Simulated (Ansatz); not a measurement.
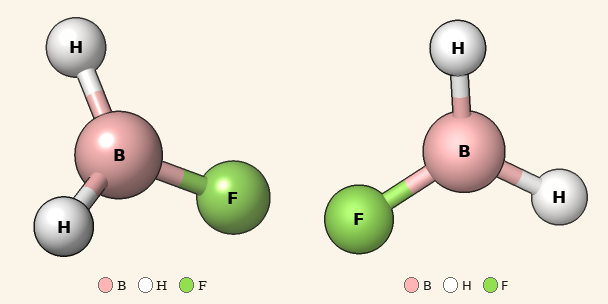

Both panels show the same species.

Computed geometry: PBE0-D4/def2-TZVP optimisation.

> What is the molecular formula?

BFH2, 4 atoms: 1 boron, 1 fluorine and 2 hydrogen.

> How many bonds of each kind are drawn?

2 B–H, 1 B–F. Sticks follow a distance rule.

> How many sets of symmetry-equivalent atoms are there?

3: 1 B, 2 H, 1 F.

More results for the same structure follow; atom numbers are the same in all pictures, views and colours differ.

### Dipole moment

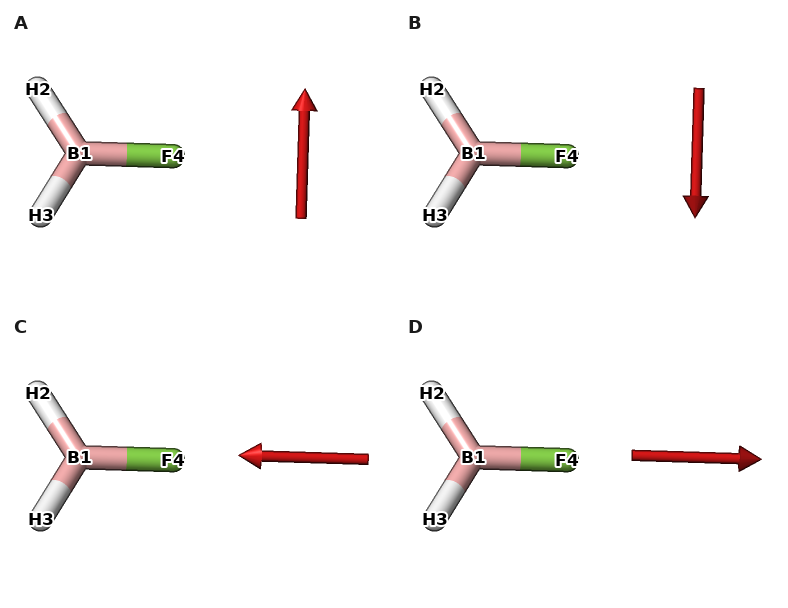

The same molecule four times, each with an arrow. Properties computed with RKS PBE0-D4/def2-TZVP (Ansatz 0.2.0).

> Which arrow points along the dipole moment, from the negative to the positive end?

C. The dipole moment is 0.73 D; it points from the side of F4 to the side of H2, H3 (the outermost atoms at the two ends).

### Vibrations

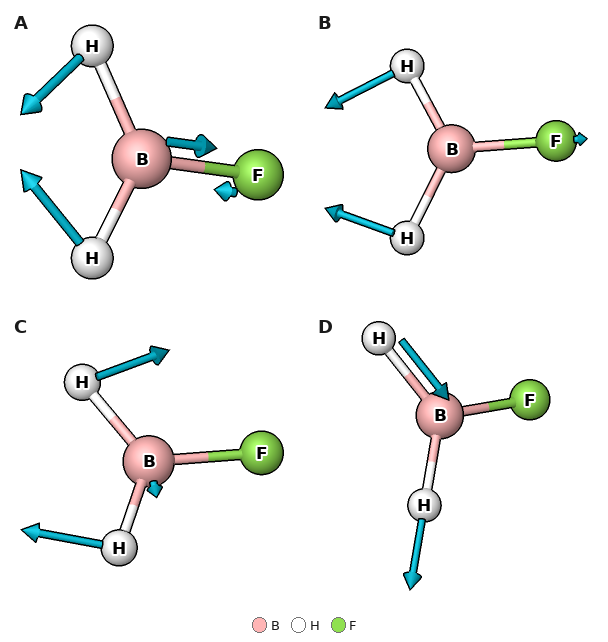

4 normal modes of one molecule or complex, as arrows. Harmonic vibrations computed with RKS PBE0-D4/def2-TZVP (Ansatz 0.2.0) at a stationary point of the same level.

> Match the panels to the wavenumbers 1017 cm⁻¹, 1180 cm⁻¹, 1363 cm⁻¹, 2678 cm⁻¹.

A: 1363 cm⁻¹
B: 1180 cm⁻¹
C: 1017 cm⁻¹, F–B–H bending
D: 2678 cm⁻¹, out-of-phase stretching of 2 B–H bonds

### Charges

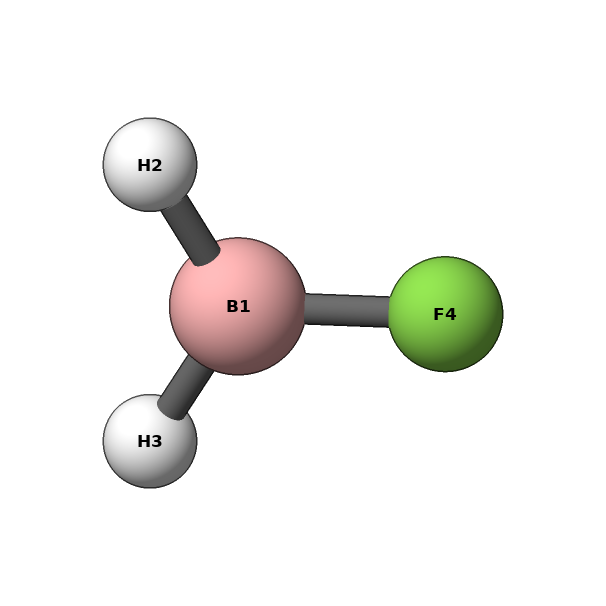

The questions are on Mulliken charges. Properties computed with RKS PBE0-D4/def2-TZVP (Ansatz 0.2.0).

List the Mulliken charges.

```json
{"atom": "B1", "value (e)": "0.21"}
{"atom": "H2", "value (e)": "0.00"}
{"atom": "H3", "value (e)": "0.00"}
{"atom": "F4", "value (e)": "−0.21"}
```

Mulliken values depend strongly on the basis set and can even reverse the polarity of a bond.
